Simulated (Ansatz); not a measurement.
**LiZnI3 (model cell, started as cubic perovskite with Zn in the octahedra): relaxing the cell for a phonon run**

Wanted: the relaxed cell of LiZnI3 (model cell, started as cubic perovskite with Zn in the octahedra).

Program: Ansatz 0.2.0. Level of theory: DFT PBEsol, scalar-relativistic, plane waves, PAW; PAW set soft_1. Results are calculated unless marked as measured.

The structure was built from a prototype and need not be the compound's stable phase.

## (1) Starting point

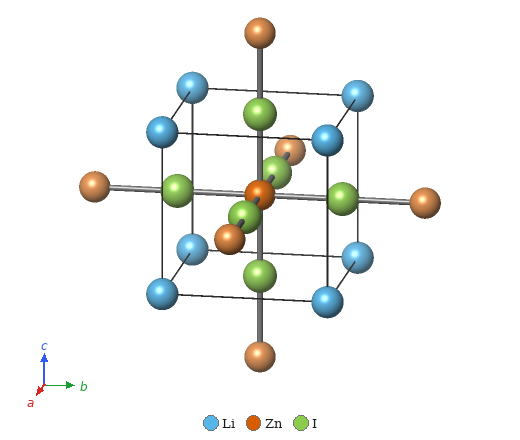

Start, viewed slightly off an axis; lithium blue, zinc orange, iodine green. Some periodic images of atoms are drawn too.

As a file:

```cif
data_structure
_symmetry_space_group_name_H-M 'Pm-3m'
_symmetry_Int_Tables_number 221
_cell_length_a 5.7624
_cell_length_b 5.7624
_cell_length_c 5.7624
_cell_angle_alpha 90.000
_cell_angle_beta 90.000
_cell_angle_gamma 90.000
_cell_volume 191.34
loop_
_atom_site_label
_atom_site_type_symbol
_atom_site_symmetry_multiplicity
_atom_site_Wyckoff_symbol
_atom_site_fract_x
_atom_site_fract_y
_atom_site_fract_z
_atom_site_occupancy
Li1 Li 1 a 0.00000 0.00000 0.00000 1
Zn1 Zn 1 b 0.50000 0.50000 0.50000 1
I1 I 3 c 0.50000 0.50000 0.00000 1
```

## (2) A coarse first look

First a cheap look: the gap decides the mesh and the occupations, the pressure tells how far the cell has to move.

The input, input.yaml:

```yaml
crystal:
  lattice:
    - [5.7624, 0.0, 0.0]
    - [0.0, 5.7624, 0.0]
    - [0.0, 0.0, 5.7624]
  atoms:
    - { symbol: Li, position: [0.0, 0.0, 0.0] }
    - { symbol: Zn, position: [0.5, 0.5, 0.5] }
    - { symbol: I, position: [0.5, 0.5, 0.0] }
    - { symbol: I, position: [0.5, 0.0, 0.5] }
    - { symbol: I, position: [0.0, 0.5, 0.5] }
kpoints:
  mp_grid: { grid: [4, 4, 4] }
hamiltonian:
  xc: pbesol
  pseudopotentials: { kind: paw, azcp: { folder: soft_1 }, xc_functional: pbe }
scf:
  occupations: { method: gaussian, width: 0.1 }
output:
  forces: true
  stress: true
  eigenvalues: true
```

Launch:

```console
> ansatz run input.yaml --threads 4 --pin off --max-ram 16384MiB --backend cpu --events-out ev --progress --plain --runs-dir out
```

Numbers of over 12 decimals in the logs are rounded to 6 here.

The log of the run:

```text
Engine: ansatz 0.2.0, aarch64-unknown-linux-gnu
Pseudopotentials: kind: paw
Pseudopotential: Li, paw, valence charge 3, recommended cutoff 420 eV (normal), soft_1/Li.paw.azcp
Pseudopotential: Zn, paw, valence charge 12, recommended cutoff 420 eV (normal), soft_1/Zn.paw.azcp
Pseudopotential: I, paw, valence charge 17, recommended cutoff 420 eV (normal), soft_1/I.paw.azcp
Functional definition: PBEsol
[...]
k-point 0: bands = [... 29 lower, 2.6237, 2.6237, 2.9045, 2.9045, 2.9045, 5.7513, 9.0642, 9.0642, ... 1 higher]
  k-point 1: bands = [... 29 lower, 2.4437, 2.4997, 2.8292, 2.8292, 4.0242, 6.3914, 8.3794, 9.0412, ... 1 higher]
  k-point 2: bands = [... 29 lower, 2.1808, 2.3852, 2.8232, 2.8232, 5.5258, 7.0431, 7.4589, 8.8251, ... 1 higher]
  k-point 9: bands = [... 29 lower, 3.0787, 3.4999, 3.4999, 3.4999, 5.9734, 7.3908, 7.3908, 7.3908, ... 1 higher]
[key lines of the parts left out:]
SCF converged after 10 iterations
Free energy (F): -25783.197662 eV
Fermi energy:    3.590808 eV
P = ⅓ Tr σ = -2.0605 GPa (-20.605 kbar)
```

Elapsed: 1.7 s, on 4 threads of Arm Neoverse V1, shared host; peak memory 0.51 GiB; 6 s of CPU time.

This step gave:

```yaml
pressure: -2.060 GPa
volume_per_atom: 38.27 Å³
gap_on_the_k_mesh: 0 eV
```

The coarse mesh shows no gap and a pressure of -2.1 GPa.

## (3) Bringing the structure to rest

The cell and atoms are relaxed, since residual forces and stress would shift the frequencies.

Edit input.yaml of step 2 so:

```diff
@@ -12,3 +12,3 @@
 kpoints:
-  mp_grid: { grid: [4, 4, 4] }
+  mp_grid: { grid: [6, 6, 6] }
 hamiltonian:
@@ -22 +22,6 @@
   eigenvalues: true
+relax:
+  adjacent_minimum: "off"
+  f_tol: 0.005
+  max_steps: 80
+  cell: { stress_tol: 0.05 }
```

The log of the run:

```text
[...]
Crystal: 5 atoms, lattice volume = 191.342 Å³
Basis set: ecut = 420 eV, 3743 PW (Γ), exchange–correlation on 80×80×80 points (8 copies of the dense FFT grid, shifted against one another)
Bands: 40, of which v1, the nominal top of the filled ones, is band 33 counted from 1 (32 counted from 0)
Symmetry: 48 space group operations
[...]
k-points: 20 of 216
[...]
SCF iter   1: F=—  HF=-25784.363835 eV  |F-HF|=—  |Δ(HF+E_count)|=         —  Δρ=4.60e-2  dr2=3.53e0  ethr=3.10e-3  ⟨swp⟩=8.7  Hψ=3864  notcnv=0  defer=5
[...]
SCF iter   9: F=-25783.187622 eV  HF=-25783.187622 eV  |F-HF|=4.15e-10  |Δ(HF+E_count)|=   1.36e-7  Δρ=8.91e-7  dr2=1.54e-9  ethr=1.52e-10  ⟨swp⟩=14.2  Hψ=4321  notcnv=0
SCF 1 converged in 9 iterations: F = -25783.187622 eV  dr2 = 1.54e-9
[...]
relax step   1: F+E_penalty+E_count = -25783.18762247 eV  Δ(F+E_penalty+E_count) = +0.000e0 eV  max|allowed force component| = 1.021e-28 eV/Å  Δτ_max = 0.0000 Å  P = -2.061 GPa  Ω = 191.342 Å³  (9 SCF iters, dr2 threshold 1.00e-7 eV, accepted)
Crystal: 5 atoms, lattice volume = 178.475 Å³
Basis set: ecut = 420 eV, 3431 PW (Γ), exchange–correlation on 80×80×80 points (8 copies of the dense FFT grid, shifted against one another)
[...]
iter 1 solved again at ethr=2.10e-5 eV; its pass at ethr=3.10e-3 eV (dr2=1.39e-2 eV) is discarded
[...]
SCF iter   7: F=-25783.307966 eV  HF=-25783.307966 eV  |F-HF|=1.59e-8  |Δ(HF+E_count)|=   6.29e-8  Δρ=5.74e-6  dr2=1.28e-7  ethr=7.58e-10  ⟨swp⟩=10.9  Hψ=3761  notcnv=0
SCF 2 converged in 7 iterations: F = -25783.307966 eV  dr2 = 1.28e-7
relax step   2: F+E_penalty+E_count = -25783.30796609 eV  Δ(F+E_penalty+E_count) = -1.203e-1 eV  max|allowed force component| = 1.484e-29 eV/Å  Δτ_max = 0.0000 Å  P = -0.792 GPa  Ω = 178.475 Å³  energy of the carried Pulay correction = +2.003e-3 eV  (7 SCF iters, dr2 threshold 5.00e-7 eV, accepted)
Crystal: 5 atoms, lattice volume = 171.297 Å³
Basis set: ecut = 420 eV, 3407 PW (Γ), exchange–correlation on 80×80×80 points (8 copies of the dense FFT grid, shifted against one another)
[...]
SCF iter   6: F=-25783.323349 eV  HF=-25783.323349 eV  |F-HF|=5.76e-8  |Δ(HF+E_count)|=   2.89e-8  Δρ=1.02e-5  dr2=2.74e-7  ethr=7.58e-10  ⟨swp⟩=9.0  Hψ=3732  notcnv=0
SCF 3 converged in 6 iterations: F = -25783.323349 eV  dr2 = 2.74e-7
relax step   3: F+E_penalty+E_count = -25783.32334869 eV  Δ(F+E_penalty+E_count) = -1.538e-2 eV  max|allowed force component| = 4.180e-29 eV/Å  Δτ_max = 0.0000 Å  P = +0.200 GPa  Ω = 171.297 Å³  energy of the carried Pulay correction = +3.228e-3 eV  (6 SCF iters, dr2 threshold 5.00e-7 eV, accepted)
[...]
relax step   4: F+E_penalty+E_count = -25783.32392882 eV  Δ(F+E_penalty+E_count) = -5.801e-4 eV  max|allowed force component| = 1.284e-29 eV/Å  Δτ_max = 0.0000 Å  P = -0.002 GPa  Ω = 172.621 Å³  energy of the carried Pulay correction = +2.996e-3 eV  (5 SCF iters, dr2 threshold 1.00e-7 eV, accepted)
[...]
SCF iter   8: F=-25783.320951 eV  HF=-25783.320951 eV  |F-HF|=7.28e-12  |Δ(HF+E_count)|=  2.55e-11  Δρ=3.39e-8  dr2=3.02e-12  ethr=1.00e-12  ⟨swp⟩=6.4  Hψ=3006  notcnv=0
SCF 5 converged in 8 iterations: F = -25783.320951 eV  dr2 = 3.02e-12
relax step   5: F+E_penalty+E_count = -25783.32095078 eV  Δ(F+E_penalty+E_count) = +2.978e-3 eV  max|allowed force component| = 4.865e-30 eV/Å  Δτ_max = 0.0000 Å  P = -0.004 GPa  Ω = 172.621 Å³  stress off target by 4.36e-3 GPa  SCF on the basis re-selected at this cell (its energy is not comparable with the rows above)  (8 SCF iters)
basis re-selected at this cell: Δ(F+E_penalty+E_count) = +2.978e-3 eV, ΔP = -0.003 GPa vs the last step (what re-selecting the basis moved, of the pressure what is left beyond the Pulay correction that the steps carried, after the strain that the cell walked since its last selection, with what the two solves' SCF thresholds leave and, on support functions, any second-order correction that the steps lacked; it is no m [...]
SCF converged after 8 iterations
Free energy (F): -25783.320951 eV
[...]
Internal energy: -25783.315614 eV  (E = F + TS)
E sigma→0 (E₀):  -25783.318282 eV
Entropy (-TS):   -0.005337 eV (-1.067 meV/atom)
Fermi energy:    4.620811 eV
[...]
--- Stress (GPa, compression-positive) ---
       -0.004360       0.000000       0.000000
        0.000000      -0.004360      -0.000000
        0.000000      -0.000000      -0.004360
  P = ⅓ Tr σ = -0.0044 GPa (-0.044 kbar)
--- Band table (eV; the first three rows and the last of 20) ---
  k-point 0: bands = [... 29 lower, 3.5394, 3.5583, 3.8892, 3.8892, 3.8892, 6.7931, 9.9740, 9.9740, ... 3 higher]
  k-point 1: bands = [... 29 lower, 3.4484, 3.4561, 3.8239, 3.8239, 4.5592, 7.1752, 9.7231, 10.2012, ... 3 higher]
  k-point 2: bands = [... 29 lower, 3.1686, 3.3016, 3.7893, 3.7893, 5.7875, 7.9473, 9.0197, 9.9969, ... 3 higher]
  k-point 19: bands = [... 29 lower, 4.2160, 4.5979, 4.5979, 4.5979, 6.8167, 8.5007, 8.5007, 8.5007, ... 3 higher]
--- Relaxed structure (4 steps of the walk, 4 accepted, 1 SCFs on fresh bases) ---
  F+E_penalty+E_count = -25783.32095078 eV   max|allowed force component| = 4.865e-30 eV/Å   (the final SCF, on the basis selected at the relaxed cell)
  cell:  # Å, volume = 172.6212 Å³
    - [5.567985, 0, 0]
    - [0, 5.567985, 0]
    - [0, 0, 5.567985]
  atoms:
    - { symbol: Li, position: [0, 0, 0] }
    - { symbol: Zn, position: [0.5, 0.5, 0.5] }
    - { symbol: I, position: [0.5, 0.5, 0] }
    - { symbol: I, position: [0.5, 0, 0.5] }
    - { symbol: I, position: [0, 0.5, 0.5] }
```

Wall time 13 s (4 threads); peak memory 0.58 GiB.

The steps of the relaxation:

| step | energy less that of the first step (eV) | largest force component (eV/Å) | pressure (GPa) | volume (Å³) |
| --- | --- | --- | --- | --- |
| 1 | 0.0000 | 0.0000 | -2.06 | 191.34 |
| 2 | -0.1203 | 0.0000 | -0.79 | 178.48 |
| 3 | -0.1357 | 0.0000 | 0.20 | 171.30 |
| 4 | -0.1363 | 0.0000 | 0.00 | 172.62 |
| 5* | -0.1333 | 0.0000 | 0.00 | 172.62 |

Relaxation steps marked * repeat the geometry before them on a plane-wave basis chosen anew for their cell, so energy and pressure can jump there.

Forces are held to the 48 operations that the run works with; a distortion that breaks them can't arise in this run.

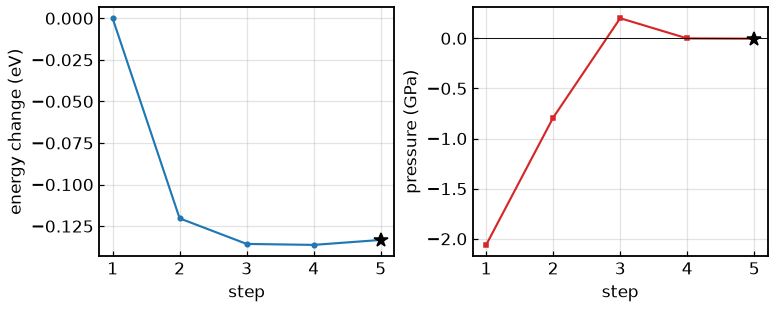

Energy and pressure along the relaxation. Stars mark steps on a basis chosen anew.

| conventional cell, symmetrised | before | after | change |
| --- | --- | --- | --- |
| a (Å) | 5.762 | 5.568 | -3.4 % |
| b (Å) | 5.762 | 5.568 | -3.4 % |
| c (Å) | 5.762 | 5.568 | -3.4 % |
| volume (Å³/atom) | 38.27 | 34.52 | -9.8 % |

The relaxed structure:

```xyz
5
Lattice="5.5680 0.0000 0.0000 0.0000 5.5680 0.0000 0.0000 0.0000 5.5680" Properties=species:S:1:pos:R:3 pbc="T T T"
Li    0.0000    0.0000    0.0000
Zn    2.7840    2.7840    2.7840
I     2.7840    2.7840    0.0000
I     2.7840    0.0000    2.7840
I     0.0000    2.7840    2.7840
```

Numbers from this step:

```yaml
pressure: -0.004360 GPa
volume_per_atom: 34.52 Å³
```

In this step the volume went from 38.27 to 34.52 Å³/atom.

## (4) Bringing the structure to rest

The relaxation is repeated from its end on the same settings, as a check that it has come to rest.

Edit input.yaml of step 3 so:

```diff
@@ -2,5 +2,5 @@
   lattice:
-    - [5.7624, 0.0, 0.0]
-    - [0.0, 5.7624, 0.0]
-    - [0.0, 0.0, 5.7624]
+    - [5.5679853501, 0.0, 0.0]
+    - [0.0, 5.5679853501, 0.0]
+    - [0.0, 0.0, 5.5679853501]
   atoms:
```

The log of the run:

```text
[...]
Crystal: 5 atoms, lattice volume = 172.621 Å³
Basis set: ecut = 420 eV, 3407 PW (Γ), exchange–correlation on 80×80×80 points (8 copies of the dense FFT grid, shifted against one another)
Bands: 40, of which v1, the nominal top of the filled ones, is band 33 counted from 1 (32 counted from 0)
[... 1 set-up line as in the run before ...]
[...]
k-points: 20 of 216
[...]
cell:  # Å, volume = 172.6212 Å³
    - [5.5679853501, 0.0, 0.0]
    - [0.0, 5.5679853501, 0.0]
    - [0.0, 0.0, 5.5679853501]
  atoms:
    - { symbol: Li, position: [0.0, 0.0, 0.0] }
    - { symbol: Zn, position: [0.500000, 0.500000, 0.500000] }
    - { symbol: I, position: [0.500000, 0.500000, 0.0] }
    - { symbol: I, position: [0.500000, 0.0, 0.500000] }
    - { symbol: I, position: [0.0, 0.500000, 0.500000] }
[key lines of the parts left out:]
SCF converged after 5 iterations
Free energy (F): -25783.320951 eV
Fermi energy:    4.620810 eV
P = ⅓ Tr σ = -0.0044 GPa (-0.044 kbar)
```

The job ended after 5.7 s (4 threads; peak memory 0.56 GiB).

Little changed from the start: no atom moved by 0.005 Å and no cell edge by 0.1 %.

Numbers from this step:

- pressure: -0.004361 GPa

In this step the volume went from 34.52 to 34.52 Å³/atom.

## (5) Tight relaxation

Phonons need a cell at rest on their own settings, so the relaxation is repeated with tight tolerances on forces and stress, using the mesh and the filling of the phonon run that follows.

Edit input.yaml of step 4 so:

```diff
@@ -17,3 +17,3 @@
 scf:
-  occupations: { method: gaussian, width: 0.1 }
+  occupations: { method: methfessel_paxton, width: 0.2 }
 output:
@@ -24,4 +24,4 @@
   adjacent_minimum: "off"
-  f_tol: 0.005
-  max_steps: 80
-  cell: { stress_tol: 0.05 }
+  f_tol: 0.001
+  max_steps: 60
+  cell: { stress_tol: 0.01 }
```

The log of the run:

```text
[...]
Crystal: 5 atoms, lattice volume = 172.621 Å³
Basis set: ecut = 420 eV, 3407 PW (Γ), exchange–correlation on 80×80×80 points (8 copies of the dense FFT grid, shifted against one another)
Bands: 40, of which v1, the nominal top of the filled ones, is band 33 counted from 1 (32 counted from 0)
[... 1 set-up line as in the run before ...]
[...]
k-points: 20 of 216
[...]
--- Relaxed structure (2 steps of the walk, 2 accepted, 1 SCFs on fresh bases) ---
[...]
cell:  # Å, volume = 172.5473 Å³
    - [5.567191, 0, 0.0]
    - [0, 5.567191, 0]
    - [0, 0, 5.567191]
  atoms:
    - { symbol: Li, position: [0, 0, 0] }
    - { symbol: Zn, position: [0.5, 0.5, 0.5] }
    - { symbol: I, position: [0.5, 0.5, 0] }
    - { symbol: I, position: [0.5, 0, 0.5] }
    - { symbol: I, position: [0, 0.5, 0.5] }
[key lines of the parts left out:]
SCF converged after 7 iterations
Free energy (F): -25783.317064 eV
Fermi energy:    4.597405 eV
P = ⅓ Tr σ = -0.0023 GPa (-0.023 kbar)
```

Run time: 7.6 s. Hardware: 4 threads; peak memory 0.56 GiB.

Little changed from the start: no atom moved by 0.005 Å and no cell edge by 0.1 %.

Numbers from this step:

| Item | Value |
| --- | --- |
| pressure | -0.002289 GPa |
| volume per atom | 34.51 Å³ |

The forces vanish by symmetry and the pressure is -0.002 GPa, within the tolerances set. The cell now holds 34.51 Å³/atom.

## (6) Results

| Property | Result |
| --- | --- |
| space group after relaxation (within 0.01 Å) | Pm-3m |
| lattice constant a | 5.567 Å |
| lattice constant b | 5.567 Å |
| lattice constant c | 5.567 Å |
| volume per atom | 34.5 Å³ |

The forces vanish by symmetry and the pressure is -0.002 GPa, within the tolerances set. The cell now holds 34.51 Å³/atom. The relaxation keeps the symmetry of its start, so it says nothing on stability against lower symmetry. Spin-orbit coupling is left out, which can matter for the heavy elements here. The PAW files were made for PBE and serve the other functionals too. The starting cell was built on a prototype and not taken from a measurement, so the phase need not exist.

[Logs are printed without paths, hosts, clocks, repeated set-up lines and the standing remarks that a program may print on its own settings, such as how far it seeks lower states.]

[Hosts, paths, dates, database ids (printed as entryN), source tags and the programs' standing remarks are cut or masked in the printed files.]
